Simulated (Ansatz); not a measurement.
Process, species as SMILES: BN (BH2-NH2) → [NH-]B + H+
B3LYP-D3(BJ)/def2-TZVP geometries, fixed; electronic energies without zero-point terms.

Basis-set convergence of the deprotonation energy at PBE with Ansatz (a program for electronic structure). All functions are spherical. The program fits the integrals of some runs and decomposes those of others, by size. The proton leaves the site shown, which need not be the most acidic. No added dispersion term, no relativity. Functions are those of the species that has most. Reference: the value in aug-pcseg-3, 384.40 kcal/mol, itself unsure by roughly 0.13 kcal/mol (its mean distance from aug-cc-pVQZ, def2-QZVPPD). Deviations are taken from unrounded values.

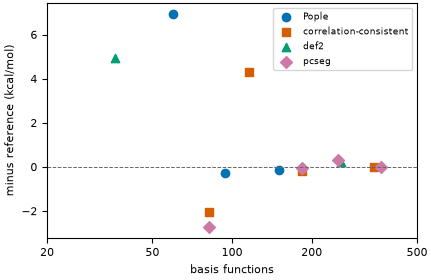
Deviation from the reference against the number of basis functions, by family of sets.

| basis | functions | deprotonation energy (kcal/mol) | minus reference (kcal/mol) |
|---|---|---|---|
| def2-SV(P) | 36 | 389.33 | 4.92 |
| 6-311G** | 60 | 391.34 | 6.94 |
| aug-cc-pVDZ | 82 | 382.37 | -2.04 |
| aug-pcseg-1 | 82 | 381.67 | -2.73 |
| 6-311++G(2d,2p) | 94 | 384.11 | -0.30 |
| cc-pVTZ | 116 | 388.72 | 4.32 |
| 6-311++G(3df,3pd) | 150 | 384.25 | -0.15 |
| aug-cc-pVTZ | 184 | 384.22 | -0.18 |
| aug-pcseg-2 | 184 | 384.33 | -0.07 |
| pcseg-3 | 252 | 384.74 | 0.33 |
| def2-QZVPPD | 258 | 384.65 | 0.24 |
| aug-cc-pVQZ | 344 | 384.39 | -0.01 |
| aug-pcseg-3 | 366 | 384.40 | 0.00 |
